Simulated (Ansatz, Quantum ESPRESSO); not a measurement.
# Thickness dependence of 1T-SnO2, part 2 of 7

Wanted: polarisability and band edges of 1T-SnO2, layer by layer.

Quantum ESPRESSO 7.5; plane-wave DFT, LDA, GBRV ultrasoft pseudopotentials; geometry by Ansatz 0.2.0 with PAW datasets.

So far: The starting structure; Relaxation with Ansatz, 1 layer.

## 3. Self-consistent run, 1 layer: no field

The zero-field run is the reference. tefield and dipfield are on already, so that all runs share k-points and boundary.

Level of this step: plane-wave DFT, LDA, GBRV ultrasoft pseudopotentials (Quantum ESPRESSO 7.5).

Contents of n1.f0.in:

```
&control
  prefix = 'n1.f0'
  outdir = './out'
  pseudo_dir = './pseudo'
  calculation = 'scf'
  tprnfor = .true.
  tefield = .true.
  dipfield = .true.
/
&system
  ibrav = 0
  nat = 3
  ntyp = 2
  ecutwfc = 40
  ecutrho = 200
  occupations = 'smearing'
  smearing = 'fd'
  degauss = 0.004
  edir = 3
  emaxpos = 0.97
  eopreg = 0.04
  eamp = 0.0
  nbnd = 17
/
&electrons
  conv_thr = 1e-09
  mixing_beta = 0.4
  electron_maxstep = 120
  mixing_mode = 'plain'
/
ATOMIC_SPECIES
  O   15.9990  o_lda_v1.2.uspp.F.UPF
  Sn  118.7100  sn_lda_v1.4.uspp.F.UPF
CELL_PARAMETERS angstrom
  3.22734294890711 0.00000000000000 -0.00000000000000
  -1.61367147445355 2.79496098047814 -0.00000000000000
  -0.00000000000000 -0.00000000000000 18.78885438200000
ATOMIC_POSITIONS crystal
  O   0.666666666667 0.333333333333 0.446160499621
  Sn  0.000000000000 0.000000000000 0.500000011533
  O   0.333333333333 0.666666666667 0.553839488846
K_POINTS automatic
  12 12 1 0 0 0
```

Command:

```bash
$ OMP_NUM_THREADS=1 mpirun -n 4 pw.x -nk 4 -in n1.f0.in > n1.f0.out
```

The program printed:

```text
Program PWSCF v.7.5 starts
[citation notice left out]

     Parallel version (MPI & OpenMP), running on       4 processor cores
     Number of MPI processes:                 4
     Threads/MPI process:                     1

     MPI processes distributed on     1 nodes
[...]
Current dimensions of program PWSCF are:
     Max number of different atomic species (ntypx) = 10
     Max number of k-points (npk) =  40000
     Max angular momentum in pseudopotentials (lmaxx) =  4
     Presently no symmetry can be used with electric field

     K-points division:     npool     =       4
     Subspace diagonalization in iterative solution of the eigenvalue problem:
     a serial algorithm will be used

     G-vector sticks info
     --------------------
     sticks:   dense  smooth     PW     G-vecs:    dense   smooth      PW
     Sum         511     421    139                54681    39203    7661

     Using Slab Decomposition

     bravais-lattice index     =            0
     lattice parameter (alat)  =       6.0988  a.u.
     unit-cell volume          =    1143.7149 (a.u.)^3
     number of atoms/cell      =            3
     number of atomic types    =            2
     number of electrons       =        26.00
     number of Kohn-Sham states=           17
     kinetic-energy cutoff     =      40.0000  Ry
     charge density cutoff     =     200.0000  Ry
     scf convergence threshold =      1.0E-09
     mixing beta               =       0.4000
     number of iterations used =            8  plain     mixing
     Exchange-correlation=  SLA  PZ   NOGX NOGC
                           (   1   1   0   0   0   0   0)

     celldm(1)=   6.098794  celldm(2)=   0.000000  celldm(3)=   0.000000
     celldm(4)=   0.000000  celldm(5)=   0.000000  celldm(6)=   0.000000

     crystal axes: (cart. coord. in units of alat)
               a(1) = (   1.000000   0.000000  -0.000000 )
               a(2) = (  -0.500000   0.866025  -0.000000 )
               a(3) = (  -0.000000  -0.000000   5.821772 )

     reciprocal axes: (cart. coord. in units 2 pi/alat)
               b(1) = (  1.000000  0.577350  0.000000 )
               b(2) = (  0.000000  1.154701  0.000000 )
               b(3) = (  0.000000  0.000000  0.171769 )

     PseudoPot. # 1 for O  read from file:
     ./pseudo/o_lda_v1.2.uspp.F.UPF
     Pseudo is Ultrasoft + core correction, Zval =  6.0
     Generated by new atomic code, or converted to UPF format
     Using radial grid of  737 points,  5 beta functions with:
                l(1) =   0
                l(2) =   0
                l(3) =   1
                l(4) =   1
                l(5) =   2
     Q(r) pseudized with  8 coefficients,  rinner =    0.900   0.900   0.900
                                                       0.900   0.900

     PseudoPot. # 2 for Sn read from file:
     ./pseudo/sn_lda_v1.4.uspp.F.UPF
     Pseudo is Ultrasoft + core correction, Zval = 14.0
     Generated by new atomic code, or converted to UPF format
     Using radial grid of  891 points,  6 beta functions with:
                l(1) =   0
                l(2) =   0
                l(3) =   1
                l(4) =   1
                l(5) =   2
                l(6) =   2
     Q(r) pseudized with  8 coefficients,  rinner =    1.350   1.350   1.350
                                                       1.350   1.350

     atomic species   valence    mass     pseudopotential
     O                 6.00    15.99900     O ( 1.00)
     Sn               14.00   118.71000     Sn( 1.00)

     No symmetry found

   Cartesian axes

     site n.     atom                  positions (alat units)
         1        O      tau(   1) = (   0.5000000   0.2886751   2.5974446  )
         2        Sn     tau(   2) = (   0.0000000   0.0000000   2.9108860  )
         3        O      tau(   3) = (  -0.0000000   0.5773503   3.2243272  )

     number of k points=    74  Fermi-Dirac smearing, width (Ry)=  0.0040
                       cart. coord. in units 2pi/alat
        k(    1) = (   0.0000000   0.0000000   0.0000000), wk =   0.0138889
        k(    2) = (   0.0000000   0.0962250   0.0000000), wk =   0.0277778
        k(    3) = (   0.0000000   0.1924501   0.0000000), wk =   0.0277778
        k(    4) = (   0.0000000   0.2886751   0.0000000), wk =   0.0277778
        k(    5) = (   0.0000000   0.3849002   0.0000000), wk =   0.0277778
        k(    6) = (   0.0000000   0.4811252   0.0000000), wk =   0.0277778
        k(    7) = (   0.0000000  -0.5773503   0.0000000), wk =   0.0138889
        k(    8) = (   0.0833333   0.0481125   0.0000000), wk =   0.0277778
        k(    9) = (   0.0833333   0.1443376   0.0000000), wk =   0.0277778
        k(   10) = (   0.0833333   0.2405626   0.0000000), wk =   0.0277778
[...]
k(   74) = (  -0.5000000  -0.8660254   0.0000000), wk =   0.0138889

     Dense  grid:    54681 G-vectors     FFT dimensions: (  27,  27, 160)

     Smooth grid:    39203 G-vectors     FFT dimensions: (  25,  25, 144)

     Estimated max dynamical RAM per process >     103.25 MB

     Estimated total dynamical RAM >     372.96 MB

     Initial potential from superposition of free atoms

     starting charge      25.0000, renormalised to      26.0000

     negative rho (up, down):  2.750E-04 0.000E+00

     Adding external electric field

     Computed dipole along edir(3) :
        Dipole                0.0000 Ry au,          0.0000 Debye
        Dipole field          0.0000 Ry au,

        Potential amp.       -0.0000 Ry
        Total length         34.0856 bohr

     Starting wfcs are   17 randomized atomic wfcs

     total cpu time spent up to now is        1.0 secs

     per-process dynamical memory:    57.1 Mb

     Self-consistent Calculation

     iteration #  1     ecut=    40.00 Ry     beta= 0.40
     Davidson diagonalization with overlap
     ethr =  1.00E-02,  avg # of iterations =  6.4

     negative rho (up, down):  1.105E-04 0.000E+00

     Adding external electric field

     Computed dipole along edir(3) :
        Dipole                0.0002 Ry au,          0.0005 Debye
        Dipole field          0.0000 Ry au,

        Potential amp.       -0.0002 Ry
        Total length         34.0856 bohr

     total cpu time spent up to now is        3.1 secs

     total energy              =    -223.31959748 Ry
     estimated scf accuracy    <       0.80183473 Ry

     iteration #  2     ecut=    40.00 Ry     beta= 0.40
[...]
negative rho (up, down):  1.264E-04 0.000E+00

[...]
Dipole                0.0001 Ry au,          0.0003 Debye
[...]
total energy              =    -223.49028278 Ry
     estimated scf accuracy    <       0.08380572 Ry

     iteration #  3     ecut=    40.00 Ry     beta= 0.40
[...]
negative rho (up, down):  1.860E-04 0.000E+00

[...]
Dipole                0.0001 Ry au,          0.0002 Debye
[...]
total energy              =    -223.49545668 Ry
     estimated scf accuracy    <       0.01235036 Ry

     iteration #  4     ecut=    40.00 Ry     beta= 0.40
[...]
negative rho (up, down):  2.598E-04 0.000E+00

[...]
Dipole               -0.0001 Ry au,         -0.0002 Debye
[...]
total energy              =    -223.49647258 Ry
     estimated scf accuracy    <       0.00151785 Ry

     iteration #  5     ecut=    40.00 Ry     beta= 0.40
[...]
c_bands:  2 eigenvalues not converged
     c_bands:  1 eigenvalues not converged
[...]
negative rho (up, down):  2.589E-04 0.000E+00

[...]
Dipole                0.0003 Ry au,          0.0008 Debye
[...]
total energy              =    -223.49667484 Ry
     estimated scf accuracy    <       0.00015868 Ry

     iteration #  6     ecut=    40.00 Ry     beta= 0.40
[...]
negative rho (up, down):  2.425E-04 0.000E+00

[...]
Dipole               -0.0002 Ry au,         -0.0005 Debye
[...]
total energy              =    -223.49674495 Ry
     estimated scf accuracy    <       0.00010216 Ry

     iteration #  7     ecut=    40.00 Ry     beta= 0.40
[...]
negative rho (up, down):  2.382E-04 0.000E+00

[...]
Dipole                0.0001 Ry au,          0.0003 Debye
[...]
total energy              =    -223.49674787 Ry
     estimated scf accuracy    <       0.00001742 Ry

     iteration #  8     ecut=    40.00 Ry     beta= 0.40
[...]
negative rho (up, down):  2.383E-04 0.000E+00

[...]
Dipole                0.0000 Ry au,          0.0001 Debye
[...]
total energy              =    -223.49674629 Ry
     estimated scf accuracy    <       0.00000533 Ry

     iteration #  9     ecut=    40.00 Ry     beta= 0.40
[...]
negative rho (up, down):  2.385E-04 0.000E+00

[...]
Dipole                0.0000 Ry au,          0.0000 Debye
[...]
total energy              =    -223.49674785 Ry
     estimated scf accuracy    <       0.00000011 Ry

     iteration # 10     ecut=    40.00 Ry     beta= 0.40
[...]
negative rho (up, down):  2.389E-04 0.000E+00

[...]
Dipole                0.0000 Ry au,          0.0000 Debye
[...]
total energy              =    -223.49674797 Ry
     estimated scf accuracy    <       0.00000003 Ry

     iteration # 11     ecut=    40.00 Ry     beta= 0.40
[...]
negative rho (up, down):  2.392E-04 0.000E+00

[...]
Dipole                0.0000 Ry au,          0.0000 Debye
[...]
total energy              =    -223.49674797 Ry
     estimated scf accuracy    <       0.00000001 Ry

     iteration # 12     ecut=    40.00 Ry     beta= 0.40
[...]
negative rho (up, down):  2.394E-04 0.000E+00

[...]
Dipole                0.0000 Ry au,          0.0000 Debye
[...]
total energy              =    -223.49674797 Ry
     estimated scf accuracy    <       0.00000001 Ry

     iteration # 13     ecut=    40.00 Ry     beta= 0.40
[...]
negative rho (up, down):  2.396E-04 0.000E+00

[...]
Dipole                0.0000 Ry au,          0.0000 Debye
[...]
End of self-consistent calculation

          k = 0.0000 0.0000 0.0000 (  4895 PWs)   bands (ev):

   -24.7531 -24.5631 -24.5631 -24.3568 -24.3568 -22.5461 -20.7358  -8.5336
    -6.1864  -6.1864  -5.7319  -5.7319  -5.5799  -2.5076   0.5826   3.2174
     3.4042

          k = 0.0000 0.0962 0.0000 (  4869 PWs)   bands (ev):

   -24.7273 -24.6127 -24.5476 -24.3730 -24.3575 -22.4960 -20.6304  -8.6835
    -6.5555  -6.3819  -5.9701  -5.6388  -5.3634  -2.1568   0.8336   3.3298
     3.5397

          k = 0.0000 0.1925 0.0000 (  4859 PWs)   bands (ev):

   -24.7875 -24.6245 -24.5088 -24.4012 -24.3557 -22.3401 -20.3617  -9.1568
    -7.2678  -6.7694  -6.1819  -5.5228  -5.2303  -1.3747   1.4170   3.6082
     3.9472

          k = 0.0000 0.2887 0.0000 (  4873 PWs)   bands (ev):

   -24.9780 -24.5385 -24.4709 -24.4182 -24.3369 -22.0792 -20.0343  -9.8748
    -7.9775  -7.1954  -6.2780  -5.4502  -5.1584  -0.5669   1.9182   3.8379
     4.5719

          k = 0.0000 0.3849 0.0000 (  4890 PWs)   bands (ev):

   -25.1553 -24.5025 -24.4566 -24.3876 -24.2933 -21.7514 -19.7553 -10.5997
    -8.5943  -7.5708  -6.2559  -5.4116  -5.1260  -0.0285   2.0935   4.3320
     5.3446

          k = 0.0000 0.4811 0.0000 (  4888 PWs)   bands (ev):

   -25.2759 -24.5088 -24.4564 -24.3376 -24.2504 -21.4536 -19.5940 -11.1156
    -9.0272  -7.8260  -6.1917  -5.3937  -5.1243   0.1606   2.2037   4.9538
     6.1482

[...]
the Fermi energy is    -3.5364 ev

!    total energy              =    -223.49674797 Ry
     estimated scf accuracy    <          6.0E-11 Ry
     smearing contrib. (-TS)   =      -0.00000000 Ry
     internal energy E=F+TS    =    -223.49674797 Ry

     The total energy is F=E-TS. E is the sum of the following terms:
     one-electron contribution =   -1175.45033798 Ry
     hartree contribution      =     594.84085899 Ry
     xc contribution           =     -56.86956148 Ry
     ewald contribution        =     413.98229249 Ry
     electric field correction =       0.00000000 Ry

     convergence has been achieved in  13 iterations

     negative rho (up, down):  2.396E-04 0.000E+00

     Forces acting on atoms (cartesian axes, Ry/au):

     atom    1 type  1   force =     0.00000015    0.00000024    0.02310789
     atom    2 type  2   force =    -0.00000024   -0.00000044    0.00000027
     atom    3 type  1   force =     0.00000009    0.00000020   -0.02310816

     Total force =     0.032680     Total SCF correction =     0.000010

[...]
=------------------------------------------------------------------------------=
   JOB DONE.
=------------------------------------------------------------------------------=
```

The job ended after 26 s (4 MPI ranks of Arm Neoverse V2, shared host; peak memory 0.53 GiB).

Read from the output:

```
free energy                          : -3040.8282 eV
Fermi energy                         : -3.536 eV
dipole along the normal              : 0 e·Å
valence top, on the run's zero       : -5.001 eV
conduction bottom, on the run's zero : -2.508 eV
gap by band count                    : 2.493 eV
```

The run needed 13 iterations to bring the estimated error under 1e-09 Ry; the largest force on any atom, held or free, is 0.59 eV/Å.

## 4. Potential by pp.x, 1 layer

The vacuum level is read from the electrostatic potential (plot_num = 11), averaged over planes.

Contents of n1.f0.pot.in:

```
&inputpp
  prefix = 'n1.f0'
  outdir = './out'
  filplot = 'n1.f0.pot.dat'
  plot_num = 11
/
```

Command:

```bash
$ OMP_NUM_THREADS=1 mpirun -n 4 pp.x -in n1.f0.pot.in > n1.f0.pot.out
```

The program printed:

```text
[banner, memory and clock lines left out]
Program POST-PROC v.7.5 starts

          URL

     ./out/n1.f0.save/

     IMPORTANT: XC functional enforced from input :
     Exchange-correlation= PZ
                           (   1   1   0   0   0   0   0)
     Any further DFT definition will be discarded
     Please, verify this is what you really want

     negative rho (up, down):  2.396E-04 0.000E+00

     Adding external electric field

     Computed dipole along edir(3) :
        Dipole                0.0000 Ry au,          0.0000 Debye
        Dipole field          0.0000 Ry au,

        Potential amp.       -0.0000 Ry
        Total length         34.0856 bohr

     Calling punch_plot, plot_num =  11

     Adding external electric field

     Computed dipole along edir(3) :
        Dipole                0.0000 Ry au,          0.0000 Debye
        Dipole field          0.0000 Ry au,

        Potential amp.       -0.0000 Ry
        Total length         34.0856 bohr

     Writing data to file  n1.f0.pot.dat
     Message from routine chdens:
     namelist plot not found or invalid, exiting
```

It took 0.82 s on 4 MPI ranks; peak memory 0.09 GiB.

Numbers from this step:

| Quantity | Value |
| --- | --- |
| slope of the potential above | 1.98e-6 eV/Å |
| upper vacuum line continued to the top atoms, over the valence top | 8.669 eV |
| slope of the potential below | -2.90e-6 eV/Å |
| lower vacuum line continued to the bottom atoms, over the valence top | 8.669 eV |
| vacuum level at the upper face over the valence top of the mesh | 8.669 eV |
| vacuum level at the lower face over the valence top of the mesh | 8.669 eV |

Electrostatic potential energy of an electron, with the sawtooth; zero at the highest filled level of the SCF mesh. Potential energy, planar mean against z:

| z (Å) | potential energy, planar mean (eV) |
| --- | --- |
| 0 | 8.67 |
| 1 | 8.67 |
| 2 | 8.67 |
| 3 | 8.67 |
| 4 | 8.67 |
| 5 | 8.67 |
| 6 | 8.66 |
| 7 | 8.49 |
| 8 | 1.83 |
| 9 | -11.8 |
| 10 | -9.45 |
| 11 | 5.51 |
| 12 | 8.59 |
| 13 | 8.67 |
| 14 | 8.67 |
| 15 | 8.67 |
| 16 | 8.67 |
| 17 | 8.67 |
| 18 | 8.67 |

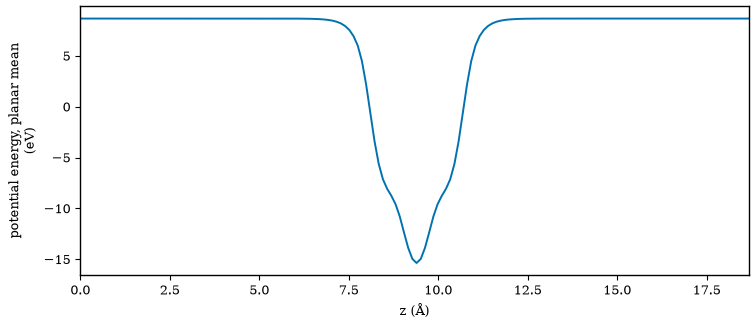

Potential energy, planar mean against z.

## 5. Ground state, 1 layer: field 0.1 V/Å

eamp is the field in Hartree atomic units (1 a.u. = 51.42 V/Å). With dipfield on, it is the field in the vacuum beside an isolated sheet. The run starts from the density of the one before.

n1.f1.in is the input of step 3 with these lines changed:

```diff
@@ -1,3 +1,3 @@
 &control
-  prefix = 'n1.f0'
+  prefix = 'n1.f1'
   outdir = './out'
@@ -21,3 +21,3 @@
   eopreg = 0.04
-  eamp = 0.0
+  eamp = 0.00194469
   nbnd = 17
@@ -29,2 +29,3 @@
   mixing_mode = 'plain'
+  startingpot = 'file'
 /
```

Command:

```bash
$ cp -r out/n1.f0.save out/n1.f1.save
$ OMP_NUM_THREADS=1 mpirun -n 4 pw.x -nk 4 -in n1.f1.in > n1.f1.out
```

The program printed:

```text
[banner, memory and clock lines left out]
Program PWSCF v.7.5 starts
[...]
number of electrons       =        26.00
     number of Kohn-Sham states=           17
     kinetic-energy cutoff     =      40.0000  Ry
     charge density cutoff     =     200.0000  Ry
[...]
number of k points=    74  Fermi-Dirac smearing, width (Ry)=  0.0040
[...]
Dense  grid:    54681 G-vectors     FFT dimensions: (  27,  27, 160)
[...]
The initial density is read from file :
[...]
negative rho (up, down):  2.396E-04 0.000E+00
[...]
Starting wfcs are   17 randomized atomic wfcs
[...]
negative rho (up, down):  2.395E-04 0.000E+00
[...]
estimated scf accuracy    <       0.00096879 Ry
[...]
negative rho (up, down):  2.395E-04 0.000E+00
[...]
estimated scf accuracy    <       0.00194406 Ry
[...]
negative rho (up, down):  2.395E-04 0.000E+00
[...]
estimated scf accuracy    <       0.00000449 Ry
[...]
negative rho (up, down):  2.395E-04 0.000E+00
[...]
estimated scf accuracy    <       0.00000536 Ry
[...]
negative rho (up, down):  2.396E-04 0.000E+00
[...]
estimated scf accuracy    <       0.00000010 Ry
[...]
negative rho (up, down):  2.396E-04 0.000E+00
[...]
estimated scf accuracy    <       0.00000007 Ry
[...]
negative rho (up, down):  2.396E-04 0.000E+00
[...]
estimated scf accuracy    <          4.5E-09 Ry
[...]
negative rho (up, down):  2.396E-04 0.000E+00
[...]
Computed dipole along edir(3) :
        Dipole                0.0282 Ry au,          0.0717 Debye
        Dipole field          0.0003 Ry au,
        E field amplitude [Ha a.u.]:  1.9447E-03
        Potential amp.        0.1115 Ry
        Total length         34.0856 bohr
[...]
the Fermi energy is    -3.5259 ev
!    total energy              =    -223.49680278 Ry
     estimated scf accuracy    <          3.6E-11 Ry
     smearing contrib. (-TS)   =      -0.00000000 Ry
     internal energy E=F+TS    =    -223.49680278 Ry
[...]
one-electron contribution =   -1175.44982151 Ry
     hartree contribution      =     594.84037887 Ry
     xc contribution           =     -56.86955172 Ry
     ewald contribution        =     413.98229249 Ry
     electric field correction =      -0.00010091 Ry
     convergence has been achieved in   8 iterations
     negative rho (up, down):  2.396E-04 0.000E+00
[...]
Total force =     0.032857     Total SCF correction =     0.000051
[...]
```

Wall time 20 s (4 MPI ranks); peak memory 0.44 GiB; 81 s of CPU time.

This step gave:

```
free energy                          : -3040.8289 eV
Fermi energy                         : -3.526 eV
dipole along the normal              : 0.01493 e·Å
valence top, on the run's zero       : -4.985 eV
conduction bottom, on the run's zero : -2.492 eV
```

## 6. Electrostatic potential, 1 layer

Contents of n1.f1.pot.in:

```
&inputpp
  prefix = 'n1.f1'
  outdir = './out'
  filplot = 'n1.f1.pot.dat'
  plot_num = 11
/
```

Command:

```bash
$ OMP_NUM_THREADS=1 mpirun -n 4 pp.x -in n1.f1.pot.in > n1.f1.pot.out
```

The job ended after 0.82 s (4 MPI ranks; peak memory 0.1 GiB).

This step gave:

| Property | Result |
| --- | --- |
| slope of the potential above | 0.1000 eV/Å |
| upper vacuum line continued to the top atoms, over the valence top | 8.621 eV |
| slope of the potential below | 0.10000 eV/Å |
| lower vacuum line continued to the bottom atoms, over the valence top | 8.718 eV |

The slope in the vacuum is 0.100 eV/Å for an applied 0.10 V/Å, as it should be.

(Part 2 of 7 ends here.)

[Logs are printed without paths, hosts, clocks, repeated set-up lines and the standing remarks that a program may print on its own settings, such as how far it seeks lower states.]

[Hosts, paths, dates, database ids (printed as entryN), source tags and the programs' standing remarks are cut or masked in the printed files.]

[Maps of the electrostatic potential energy from Ansatz leave out the sawtooth potential of an applied field or a dipole correction, so their vacuum need not be flat; planar profiles and work functions include it.]
